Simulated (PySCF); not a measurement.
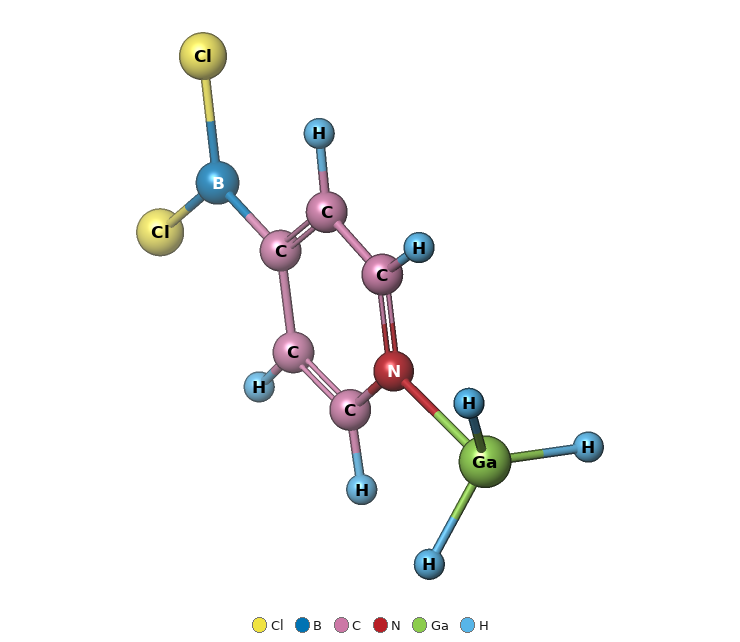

Atoms fade into the background with distance from the viewer. Computed geometry: PBE0-D3(BJ)/def2-SVP optimisation. No frequency run is at hand to confirm it as a minimum.

### List the symmetry elements and name the point group.

It has 1 mirror plane, so the point group is Cs. The group has 2 operations. The geometry is achiral, and symmetry allows a dipole moment.
